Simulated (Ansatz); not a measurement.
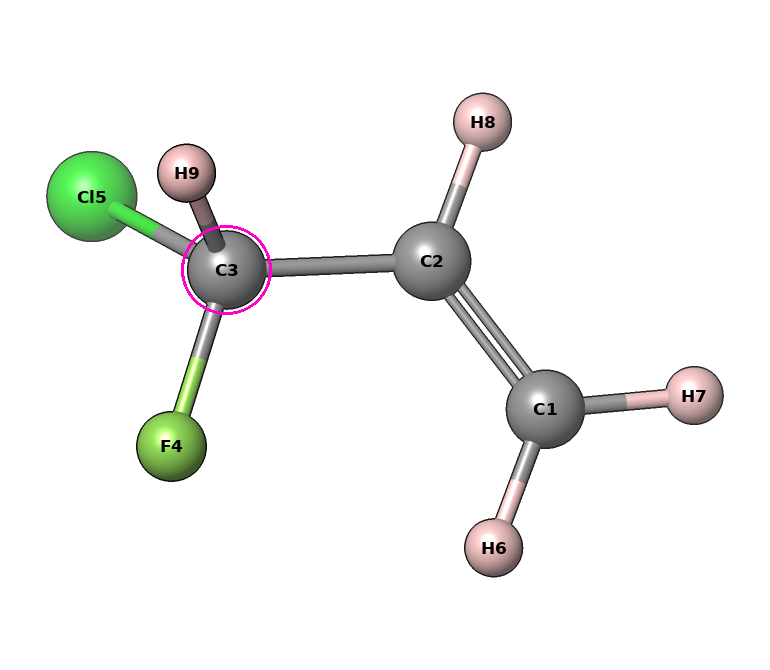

Distant atoms are faded towards the background colour. Circles mark the stereogenic atoms. The computed structure is the end point of a PBE0-D4/def2-TZVP optimisation.

Give the R/S and E/Z labels.

C3: R (priorities Cl5 > F4 > C2 > H9).
